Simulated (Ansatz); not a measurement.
## Electronic structure of C6H12 (SMILES CC(C)=C(C)C) in real space

Input file:

```
crystal:
  periodic: [false, false, false]
  atoms:
    - {symbol: C, position_ang: [0.488967, -1.566341, 1.021714]}
    - {symbol: C, position_ang: [0.480939, -0.465550, -0.000254]}
    - {symbol: C, position_ang: [1.583599, -0.434137, -1.019758]}
    - {symbol: C, position_ang: [-0.482544, 0.463891, -0.001453]}
    - {symbol: C, position_ang: [-0.489249, 1.565942, -1.022075]}
    - {symbol: C, position_ang: [-1.583764, 0.434081, 1.019646]}
    - {symbol: H, position_ang: [1.330569, -2.244419, 0.876026]}
    - {symbol: H, position_ang: [-0.427901, -2.164543, 0.981876]}
    - {symbol: H, position_ang: [0.555256, -1.172637, 2.042026]}
    - {symbol: H, position_ang: [2.150993, 0.501959, -0.975881]}
    - {symbol: H, position_ang: [1.194592, -0.510412, -2.041147]}
    - {symbol: H, position_ang: [2.288916, -1.253190, -0.874889]}
    - {symbol: H, position_ang: [0.418671, 2.176642, -0.966453]}
    - {symbol: H, position_ang: [-0.533516, 1.173090, -2.043770]}
    - {symbol: H, position_ang: [-1.342056, 2.232483, -0.888846]}
    - {symbol: H, position_ang: [-2.294048, 1.247819, 0.869191]}
    - {symbol: H, position_ang: [-1.193880, 0.521000, 2.039909]}
    - {symbol: H, position_ang: [-2.145567, -0.505667, 0.984146]}
basis:
  gaussian: {orbitals: def2-TZVPP}
hamiltonian: {xc: pbe0, dispersion: d4}
output: {orbitals: {seedname: orbitals}}
```

Run with:

```sh
ansatz run in.yaml --threads 2 --pin off --events-out ev --progress --plain --max-ram 22528MiB --backend cuda --devices 0, --max-vram 18GiB
```

Geometry: PBE0-D4/def2-TZVP.

Computed with Ansatz, RKS PBE0-D4/def2-TZVPP.

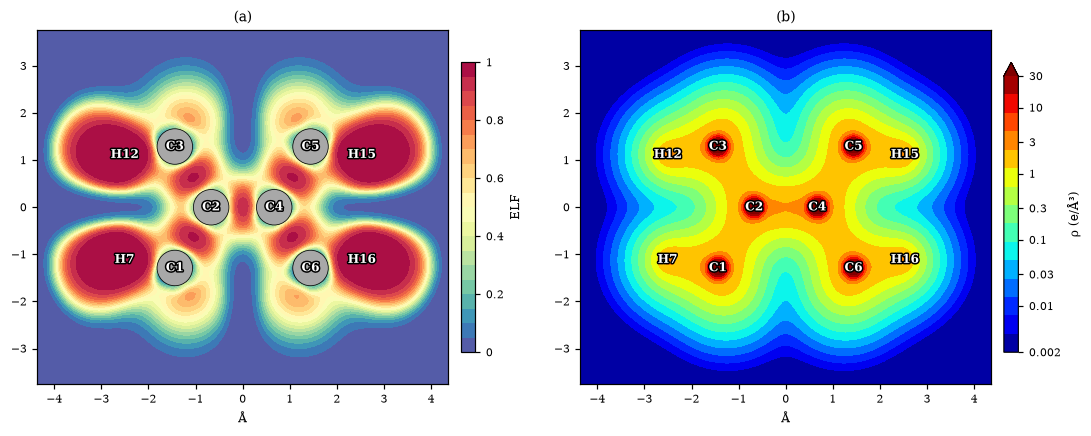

Figure 1. (a) ELF; (b) total electron density on the plane of atoms C2, C1 and H7. Grey discs cover the atomic cores in the ELF map.

**Read the bonding off the picture.**

Atoms in the plane: C and H.
C–C (1.34 Å): ρ is about 2.4 e/Å³ halfway; the ELF peaks at about 0.95 between the atoms; a short, multiple covalent bond.
C–H (1.09 Å): ρ is about 2 e/Å³ halfway; the ELF climbs to about 1 towards the hydrogen, as it does in any bond to H (a covalent bond by its length).
C–C (1.50 Å): ρ at the midpoint is about 1.7 e/Å³; the ELF peaks at about 0.95 between the atoms; a shared electron pair.

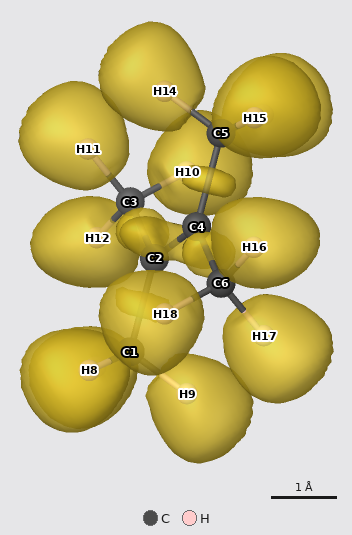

Figure 2. Isosurface of the ELF at 0.85 (yellow), seen at an oblique angle. Only the valence region is drawn (cores and ρ < 0.01 e/Å³ removed).

**What do the ELF domains correspond to?**

At this value the surface marks out five regions between bonded C–C atoms (shared pairs) and twelve regions around hydrogen nuclei.

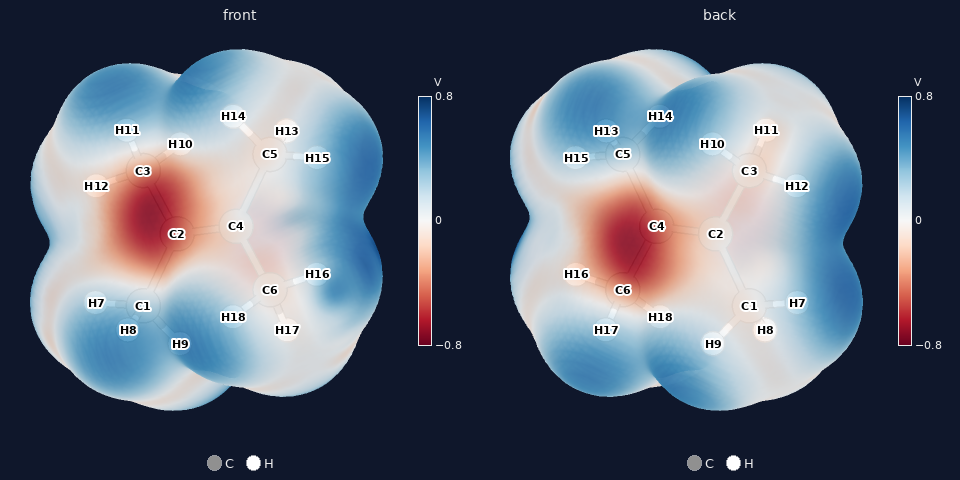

Figure 3. The molecular electrostatic potential painted on the density surface at 0.002 e/bohr³, seen from the front and from behind; the colour scale runs from red (negative) to blue (positive).

**Which sites attract a positive test charge, and which a negative one?**

A positive charge is drawn to the negative regions and a negative charge to the positive ones. The most negative region (about −0.7 V) lies over the π face of C2 and C4, the most positive (about +0.6 V) over H7, H12, H15 and H16.
